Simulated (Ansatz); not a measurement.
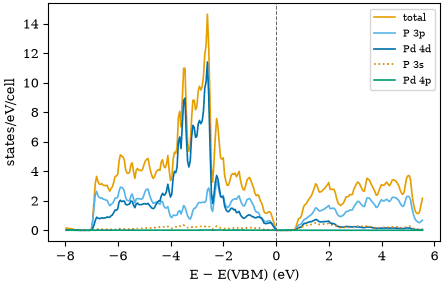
Figure. Total and projected density of states of P$_{2}$Pd in space group C2/c (No. 15; P on 8f, Pd on 4c), DFT-r²SCAN in the program Ansatz with PAW potentials

Task: Which orbitals carry the states next to the gap?

Result: Top 1 eV of the valence band: P 3p 52 %, Pd 4d 37 %, P 3s 5 %. Bottom 1 eV of the conduction band: P 3p 46 %, Pd 4d 25 %, P 3s 17 %, outside the projected shells 12 %. Projections are on Löwdin-orthogonalised atomic valence shells; empty p or d shells of many metals are not among them.

Task: Where is the tallest occupied peak in this window, and what makes it?

Result: Near -2.6 eV, about 15 states/eV per cell; the largest projected share is Pd 4d.

The first step of the workflow began from a Materials Project structure, measured or hypothetical; the Crystallography Open Database copy checked does not list it. Its standing as an ambient phase is unchecked. The r²SCAN relaxation kept the symmetry of its start; its stability against distortions is not shown here. No spin polarisation was allowed. Spin–orbit coupling is left out wherever it is not named.

Potentials: the later of the program's two PAW sets.
